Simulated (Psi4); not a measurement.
# C2F6O (SMILES FC(F)(F)OC(F)(F)F) at MP3/def2-SVP

Aim: the vertical ionisation energy of C2F6O at MP3/def2-SVP, from 2 runs. Input form: a Python script.

Program for the calculation: Psi4 1.11.

## Step 1: The molecule

The species is C2F6O (9 atoms), meant as a singlet with charge 0. As SMILES, `FC(F)(F)OC(F)(F)F`. The coordinates come from a PBE0-D4/def2-TZVP relaxation.

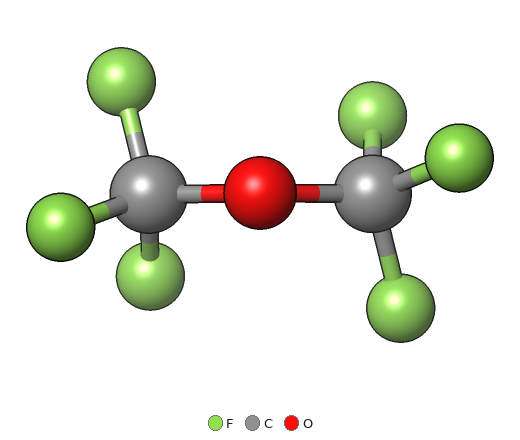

The structure, seen from a chosen angle (fluorine green, carbon grey, oxygen red).

## Step 2: The energy at MP3/def2-SVP

Input file c2f6o.xyz:

```xyz
9
C2F6O
F      2.076690    -0.384510    -0.999750
C      0.777760    -0.429490    -0.791080
F      0.159870     0.303300    -1.706270
F      0.367380    -1.682330    -0.915040
O      0.570650     0.041580     0.479900
C     -0.682950     0.436400     0.870810
F     -0.666110     0.487120     2.186080
F     -0.980110     1.637760     0.399820
F     -1.623170    -0.409820     0.475530
```

Input file job.py:

```python
import psi4

psi4.set_memory(2200000000)
psi4.set_num_threads(1)
psi4.set_output_file('run.log', False)

with open('c2f6o.xyz') as f:
    atoms = ''.join(f.readlines()[2:])
mol = psi4.geometry('0 1\n' + atoms + 'symmetry c1')

options = {'basis': 'def2-SVP', 'reference': 'rhf', 'puream': True, 'e_convergence': 1e-09, 'd_convergence': 1e-08, 'scf_type': 'pk', 'num_frozen_docc': 9, 'mp_type': 'conv'}
psi4.set_options(options)

result, w = psi4.energy("mp3", return_wfn=True)
print(f'mp3 energy: {result:.10f} Eh')
for k, v in sorted(psi4.core.scalar_variables().items()):
    print(f'{k:45s} {v:18.10f}')
```

On the command line:

```
$ python job.py
```

run.log, shortened:

```text
[...]
  Running in c1 symmetry.
[...]
  Nuclear repulsion =  565.577163654716855
[...]
  Multiplicity = 1
[...]
  Nalpha       = 37
  Nbeta        = 37
[...]
    Number of basis functions: 126
[...]
   @RHF iter   1:  -746.39852766096885   -3.54271e-01   6.56417e-03 ADIIS/DIIS
[...]
   @RHF iter  11:  -746.66468978414400   -1.27329e-11   6.06647e-09 DIIS
[...]
    Orbital Energies [Eh]
    ---------------------
    Doubly Occupied:
       1A    -26.379850     2A    -26.379801     3A    -26.373141
       4A    -26.373120     5A    -26.372796     6A    -26.372737
       7A    -20.681302     8A    -11.614479     9A    -11.614474
      10A     -1.783083    11A     -1.765341    12A     -1.666060
      13A     -1.664815    14A     -1.660418    15A     -1.658224
      16A     -1.503807    17A     -1.064813    18A     -0.976488
      19A     -0.926777    20A     -0.903610    21A     -0.900151
      22A     -0.877028    23A     -0.869189    24A     -0.804160
      25A     -0.769821    26A     -0.761015    27A     -0.756454
      28A     -0.748911    29A     -0.716888    30A     -0.714554
      31A     -0.701953    32A     -0.701276    33A     -0.690392
      34A     -0.690135    35A     -0.688063    36A     -0.650446
[...]
  @RHF Final Energy:  -746.66468978414400
   => Energetics <=
    Nuclear Repulsion Energy =            565.5771636547168555
    One-Electron Energy =               -2163.6973392170943953
    Two-Electron Energy =                 851.4554857782334238
    Total Energy =                       -746.6646897841440023
[...]
 Multipole Moments:
 ------------------------------------------------------------------------------------
     Multipole            Electronic (a.u.)      Nuclear  (a.u.)        Total (a.u.)
 ------------------------------------------------------------------------------------
 L = 1.  Multiply by 2.5417464519 to convert [e a0] to [Debye]
 Dipole X            :         -0.5555043            0.5431886           -0.0123157
 Dipole Y            :         -0.0404828            0.0395780           -0.0009049
 Dipole Z            :         -0.4671630            0.4568062           -0.0103569
 Magnitude           :                                                    0.0161170
[...]
	SCS-MP2 Total Energy (a.u.)        :  -748.12648497442353
	SOS-MP2 Total Energy (a.u.)        :  -748.09367003271961
[...]
	SOS-PI-MP2 Total Energy (a.u.)     :  -748.20359159030238
[...]
	MP2 Total Energy (a.u.)            :  -748.19211485783160
[...]
	SCS-MP3 Total Energy (a.u.)        :  -748.12640475352077
[...]
	MP3 Total Energy (a.u.)            :  -748.19179397422067
[...]
```

Run time: 40 s. Hardware: 1 thread of Intel Xeon Platinum 8259CL at 2.50GHz (Skylake/Cascade Lake), shared host; peak memory 1.6 GiB.

## Step 3: The doublet cation, same level

c2f6o.xyz is that of step 2.

Input file calc.py:

```python
import psi4

psi4.set_memory('2200 MB')
psi4.set_num_threads(1)
psi4.set_output_file('run.log', False)

with open('c2f6o.xyz') as f:
    atoms = ''.join(f.readlines()[2:])
m = psi4.geometry('1 2\n' + atoms + 'symmetry c1\nno_reorient\nno_com')

options = {'basis': 'def2-SVP', 'reference': 'uhf', 'puream': True, 'e_convergence': 1e-09, 'd_convergence': 1e-08, 'scf_type': 'pk', 'num_frozen_docc': 9, 'maxiter': 100, 'mp_type': 'conv'}
psi4.set_options(options)

result = psi4.energy('mp3')
print(f'mp3 energy: {result:.10f} Eh')
```

On the command line:

```
$ python calc.py
```

run.log, shortened:

```text
[...]
  Running in c1 symmetry.
[...]
  Nuclear repulsion =  565.577163654716742
[...]
  Multiplicity = 2
[...]
  Nalpha       = 37
  Nbeta        = 36
[...]
    Number of basis functions: 126
[...]
   @UHF iter   1:  -745.77603585018346    2.68221e-01   7.35032e-03 ADIIS/DIIS
[...]
   @UHF iter  16:  -746.15586365421336   -8.75389e-12   8.66285e-09 DIIS
[...]
   @S^2 Observed:                7.583435817E-01
[...]
  @UHF Final Energy:  -746.15586365421336
   => Energetics <=
    Nuclear Repulsion Energy =            565.5771636547167418
    One-Electron Energy =               -2143.7750590473497141
    Two-Electron Energy =                 832.0420317384196096
    Total Energy =                       -746.1558636542133627
  UHF NO Occupations:
  HONO-2 :   35  A 1.9990819
  HONO-1 :   36  A 1.9979796
[...]
 Multipole Moments:
 ------------------------------------------------------------------------------------
     Multipole            Electronic (a.u.)      Nuclear  (a.u.)        Total (a.u.)
 ------------------------------------------------------------------------------------
 L = 1.  Multiply by 2.5417464519 to convert [e a0] to [Debye]
 Dipole X            :          2.1062659           -1.6156969            0.4905690
 Dipole Y            :          0.1533298           -0.1175788            0.0357511
 Dipole Z            :          1.7714417           -1.3588832            0.4125585
 Magnitude           :                                                    0.6419818
[...]
	SCS-MP2 Total Energy (a.u.)        :  -747.59161742509889
	SOS-MP2 Total Energy (a.u.)        :  -747.55992004027655
[...]
	SOS-PI-MP2 Total Energy (a.u.)     :  -747.66792437766605
[...]
	MP2 Total Energy (a.u.)            :  -747.65501219474345
[...]
	SCS-MP3 Total Energy (a.u.)        :  -747.59231616347802
[...]
	MP3 Total Energy (a.u.)            :  -747.65780714825985
[...]
```

On the terminal:

```text
mp3 energy: -747.6578071483 Eh
```

It took 84 s on 1 thread of Intel Xeon Platinum 8259CL at 2.50GHz (Skylake/Cascade Lake), shared host; peak memory 1.6 GiB.

## Step 4: What came out

At MP3/def2-SVP, 9 core orbitals frozen:

| quantity | value |
| --- | --- |
| singlet C2F6O: total energy | -748.19179 Eh |
| singlet C2F6O: HOMO energy (Hartree–Fock orbitals) | -16.81 eV |
| singlet C2F6O: LUMO energy (Hartree–Fock orbitals) | 9.09 eV |
| singlet C2F6O: HOMO–LUMO gap (Hartree–Fock orbitals) | 25.90 eV |
| singlet C2F6O: correlation energy (9 core orbitals frozen) | -1527.1 mEh |
| doublet cation: total energy | -747.65781 Eh |
| doublet cation: HOMO energy (Hartree–Fock orbitals) (highest over α and β) | -25.18 eV |
| doublet cation: LUMO energy (Hartree–Fock orbitals) (lowest over α and β) | -11.09 eV |
| doublet cation: correlation energy (9 core orbitals frozen) | -1501.9 mEh |
| doublet cation: ⟨S²⟩ of the reference determinant | 0.758 |
| vertical ionisation energy (to the doublet cation) | 14.531 eV |

The vertical ionisation energy comes to 14.53 eV (1402 kJ/mol).
